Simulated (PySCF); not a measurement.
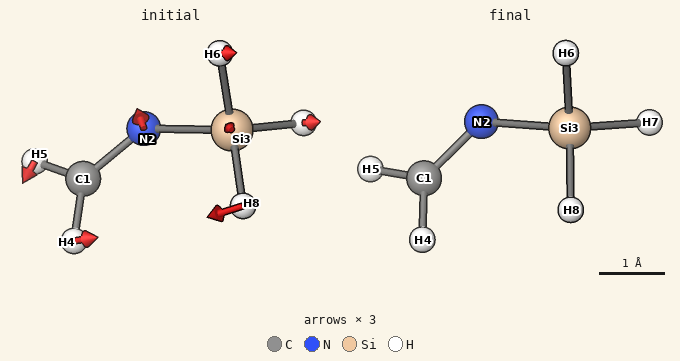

The structure of CH₅NSi before (left) and after (right) a relaxation, at one scale. The red arrows give the displacements, 3 times their true length.

Style: ball-and-stick. Shown at a tilt.

The start comes from GFN2-xTB.

Theory: PBE0-D3(BJ)/def2-SVP geometry optimisation, gas phase in PySCF. 

Q: What changed between the two?

A: After 6 geometry steps the energy has fallen by 2.61 kcal/mol. Largest force component: 0.63 eV/Å at the start, 0.005 eV/Å at the end. H8 moves most after the best rigid fit: 0.23 Å. By element the largest moves are H 0.23 Å, N 0.15 Å, Si 0.07 Å, C 0.02 Å. Near-neighbour distances that change, for instance: Si3–H8 1.469 → 1.503 Å, N2–Si3 1.723 → 1.756 Å, Si3–H6 1.460 → 1.491 Å, C1–H5 1.088 → 1.107 Å. Among the angles between lasting bonds that change: C1–N2–Si3 134.7° → 125.1°, N2–Si3–H6 102.9° → 108.0°, N2–Si3–H8 117.1° → 112.7°. The run took roughly 9 core-seconds on a shared host.
